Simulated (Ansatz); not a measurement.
# CH4ClGa (SMILES [CH3][GaH][Cl]) at HF/def2-SVP

What is the vertical singlet–triplet gap of CH4ClGa at HF/def2-SVP? 

The results are computed with Ansatz 0.2.0.

62 further runs of the same task are left out: 62 set aside as unsound or not needed. Runs told in other sessions of the task aren't counted.

## (1) The structure to begin with

CH4ClGa: 7 atoms, total charge 0, spin state singlet. As SMILES, `[CH3][GaH][Cl]`. The coordinates come from a PBE0-D4/def2-TZVP relaxation.

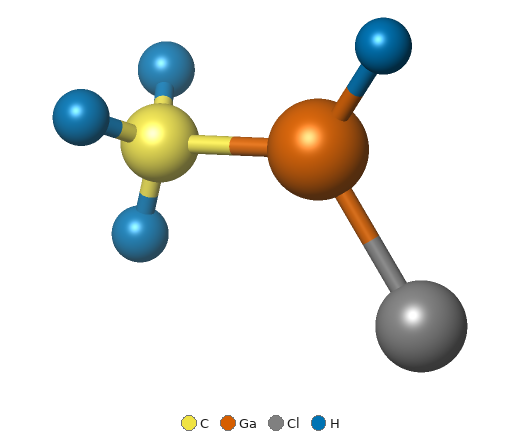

The structure, seen from a chosen angle (carbon yellow, gallium orange, chlorine grey, hydrogen blue).

## (2) A single-point energy at HF/def2-SVP

File in.yaml:

```yaml
basis:
  gaussian:
    orbitals: def2-SVP
crystal:
  periodic: [false, false, false]
  atoms:
    - {symbol: C, position_ang: [-0.730500, 0.588300, -0.200700]}
    - {symbol: Ga, position_ang: [0.846300, -0.538100, 0.035700]}
    - {symbol: Cl, position_ang: [0.865000, -1.794800, 1.792800]}
    - {symbol: H, position_ang: [-0.435900, 1.637200, -0.283800]}
    - {symbol: H, position_ang: [-1.418300, 0.473600, 0.636300]}
    - {symbol: H, position_ang: [-1.245900, 0.318700, -1.126000]}
    - {symbol: H, position_ang: [2.119300, -0.684800, -0.854300]}
total_charge: 0
hamiltonian:
  xc: hf
accuracy: high
output: {orbitals: {seedname: orbitals}}
```

On the command line:

```
$ ansatz run in.yaml --threads 1 --pin off --max-ram 3480MiB --events-out events.jsonl --progress --plain --runs-dir runs
```

Log:

```text
Warning: RAYON_NUM_THREADS=1 ignored (pool sized by the plan → 1); use --threads N
Functional definition: HF
  name "HF"
  exchange = exact_x
  correlation = 0
1770 factors; integrals over basis functions are off by at most 8.8e-9 eV
mean field evaluation 1: about -65920.0496 eV, gradient 2.4e1 eV
mean field evaluation 2: about -65920.0827 eV, gradient 2.4e1 eV
mean field evaluation 4: about -65921.8105 eV, gradient 2.6e0 eV
mean field evaluation 8: about -65921.8314 eV, gradient 7.8e-5 eV
mean field -65921.83135568 eV, -2422.5826188989 hartree, gradient 5.1e-8 eV, S^2 0.000000; 0 other end points of the search recorded, 0 dependent functions left out
reference -65921.83135568 eV, -2422.5826188989 hartree; 29, 29 occupied and 55, 55 virtual orbitals, 1770 factors
Total energy: -65921.83135568 eV, -2422.5826188989 hartree
```

It took 1.3 s on 1 thread of Intel Xeon 6975P-C (Granite Rapids), shared host; peak memory 0.24 GiB.

## (3) The triplet

File job.yaml:

```yaml
crystal:
  periodic: [false, false, false]
  atoms:
    - {symbol: C, position_ang: [-0.730500, 0.588300, -0.200700]}
    - {symbol: Ga, position_ang: [0.846300, -0.538100, 0.035700]}
    - {symbol: Cl, position_ang: [0.865000, -1.794800, 1.792800]}
    - {symbol: H, position_ang: [-0.435900, 1.637200, -0.283800]}
    - {symbol: H, position_ang: [-1.418300, 0.473600, 0.636300]}
    - {symbol: H, position_ang: [-1.245900, 0.318700, -1.126000]}
    - {symbol: H, position_ang: [2.119300, -0.684800, -0.854300]}
basis:
  gaussian: {orbitals: def2-SVP}
magnetization: {spin_polarized: true, initial_magnetization: 2}
hamiltonian: {xc: hf}
accuracy: high
output: {orbitals: {seedname: orbitals}}
```

On the command line:

```
$ ansatz run job.yaml --threads 1 --pin off --max-ram 3480MiB --events-out events.jsonl --progress --plain --runs-dir runs
```

Log, shortened:

```text
Warning: RAYON_NUM_THREADS=1 ignored (pool sized by the plan → 1); use --threads N
[... 2 set-up lines as earlier in the session ...]
[...]
1770 factors; integrals over basis functions are off by at most 8.8e-9 eV
[...]
mean field -65916.23665264 eV, -2422.3770173545 hartree, gradient 2.1e-8 eV, S^2 2.011770; 2 other end points of the search recorded, 0 dependent functions left out
reference -65916.23665264 eV, -2422.3770173545 hartree; 30, 28 occupied and 54, 56 virtual orbitals, 1770 factors
Total energy: -65916.23665264 eV, -2422.3770173545 hartree
```

Run time: 8.7 s. Hardware: 1 thread of Intel Xeon 6975P-C (Granite Rapids), shared host; peak memory 0.46 GiB.

## (4) Outcome

Level: HF/def2-SVP.

```
                                        quantity           value
                           singlet: total energy  -2422.58262 Eh
                            singlet: HOMO energy       -11.09 eV
                            singlet: LUMO energy         1.60 eV
                          singlet: HOMO–LUMO gap        12.70 eV
                           triplet: total energy  -2422.37702 Eh
     triplet: HOMO energy (highest over α and β)        -5.02 eV
      triplet: LUMO energy (lowest over α and β)        -2.92 eV
                                   triplet: ⟨S²⟩           2.012
vertical energy of the triplet above the singlet        5.595 eV
```

What this shows: At this shape the triplet lies 5.59 eV (129 kcal/mol) above the singlet.
